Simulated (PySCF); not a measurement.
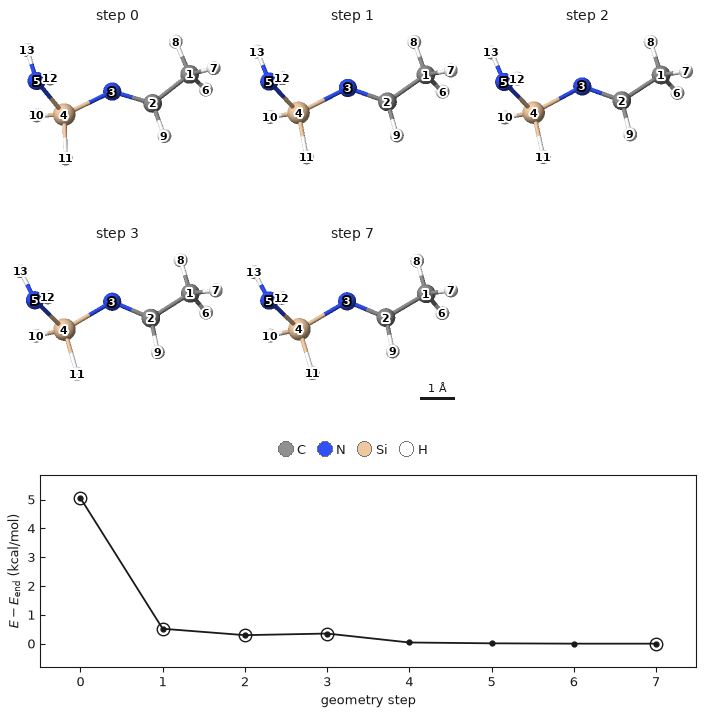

Frames of a relaxation of C2H8N2Si, marked on the history of the run. The picture is a ball-and-stick view, seen at a tilt.

The start comes from GFN2-xTB. Its atoms were then displaced at random by about 0.01 Å.

Method: PBE0-D3(BJ)/def2-SVP geometry optimisation, gas phase (PySCF). 

### What happens along the run?

Over 7 geometry steps the energy falls by 5.05 kcal/mol. The largest move after the best rigid fit is that of H11, 0.37 Å. By element the largest moves are H 0.37 Å, N 0.26 Å, C 0.13 Å, Si 0.10 Å. Some distances before and after: N3–Si4 1.674 → 1.759 Å, C1–H6 1.056 → 1.103 Å, Si4–H10 1.456 → 1.490 Å, C1–H8 1.116 → 1.098 Å. Bond angles that change, for instance: C2–N3–Si4 135.4° → 123.8°, N3–Si4–H11 118.4° → 109.8°, N5–Si4–H11 103.0° → 107.3°. From step 0 to 1: H11 moves most (0.18 Å), energy −4.53 kcal/mol. From step 1 to 2: H9 moves most (0.06 Å), energy −0.22 kcal/mol. From step 2 to 3: H11 moves most (0.12 Å), energy +0.06 kcal/mol. From step 3 to 7: H13 moves most (0.06 Å), energy −0.35 kcal/mol.

```csv
step,"E − E(0), kcal/mol"
0,0.00
1,-4.53
2,-4.76
3,-4.70
4,-5.01
5,-5.04
6,-5.05
7,-5.05
```
